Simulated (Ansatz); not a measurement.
Consider GaS in the beta-GaS type structure (space group P6_3/mmc, No. 194; a = 3.534 Å, c = 15.041 Å; layered, stacked along the Cartesian z axis). Axes: x lies along a and z along c of the hexagonal cell.

It is then changed as follows: biaxial strain +0.85 %, plane normal [001], relaxed out of plane (Cartesian); in-plane vectors clamped, the third vector and the atoms free.

Level of theory: PBEsol-D3(BJ) in Ansatz (plane waves to 420 eV, PAW, no spin-orbit coupling), earlier PAW set.

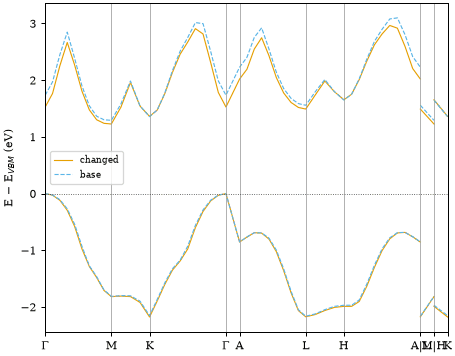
Figure. Highest valence and lowest conduction band along the path, each from its own valence-band maximum

The gap is 1.23 eV, indirect, Γ → M; the base has 1.29 eV.

Stability against distortions was not tested.

Ansatz is a program for electronic structure.
